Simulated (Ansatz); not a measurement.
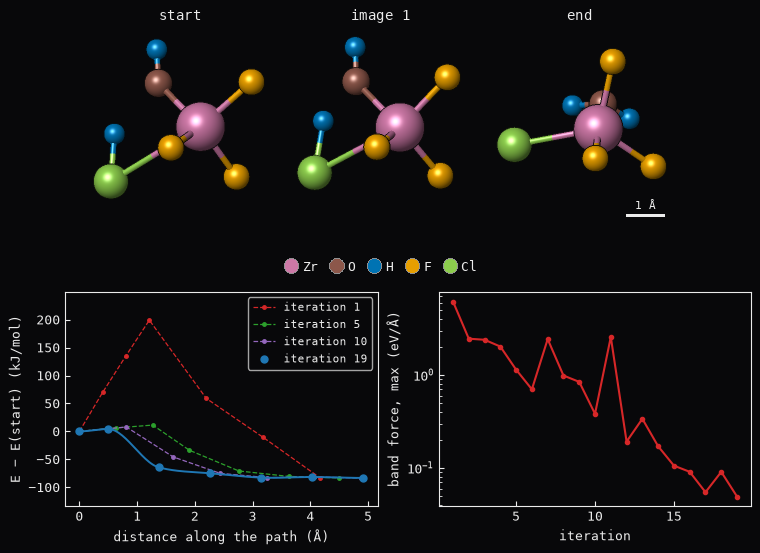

NEB run on ZrH$_{2}$OClF$_{3}$. Images are numbered from 0 (start) to 6 (end). The plot follows the band through its iterations. A ball-and-stick model, seen at a tilt.

The calculation used RKS B3LYP-D4/def2-SVP in Ansatz. Set-up: 5 movable images; climbing image; force threshold 0.05 eV/Å; iteration limit 60; starting path through a guess of the saddle point.

How did the profile develop, and is the result final?

The run is converged, with reservations. The band converged in 19 iterations. The largest component of the band force went from 6.2 to 0.049 eV/Å. The climbing image converged on the top of the path. Its vibrational analysis gives one imaginary mode (347i cm⁻¹), as a transition state must have. The first iteration put the highest image at 199.1 kJ/mol. The energy climbs by 4.4 kJ/mol to image 1 and then falls by 87.6 kJ/mol, so the end point sits at −83.3 kJ/mol.
